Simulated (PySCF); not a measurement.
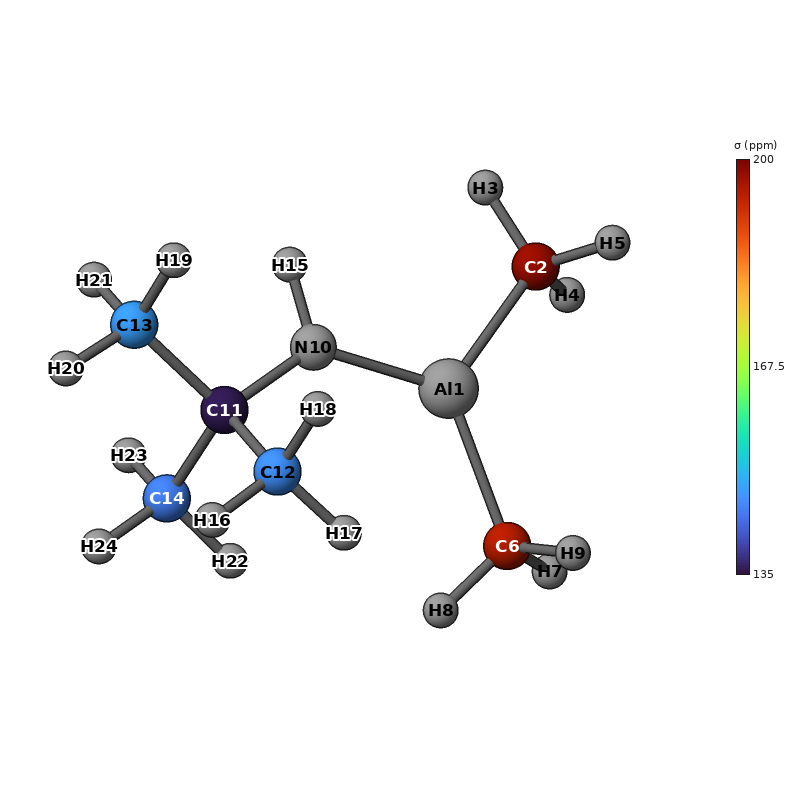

Atoms are coloured by their isotropic NMR shieldings (C only, the others grey). Computed geometry: PBE0-D3(BJ)/def2-SVP optimisation. No frequency run is at hand to confirm it as a minimum. Level of theory: GIAO PBE0/pcSseg-1 (pcSseg-2 on Al) NMR shielding, non-relativistic, gas phase (PySCF 2.14.0).

Q: Which C atom is the most shielded (lowest chemical shift)?

A: C2 (197.0 ppm).

Q: Which C atom is the least shielded (highest chemical shift)?

A: C11 (136.2 ppm).

Q: How wide is the range of C shifts?

A: 60.8 ppm.

List the isotropic NMR shieldings of the C atoms.

| atom | σ (ppm) |
| --- | --- |
| C2 | 197.0 |
| C6 | 194.3 |
| C11 | 136.2 |
| C12 | 147.2 |
| C13 | 148.6 |
| C14 | 145.7 |
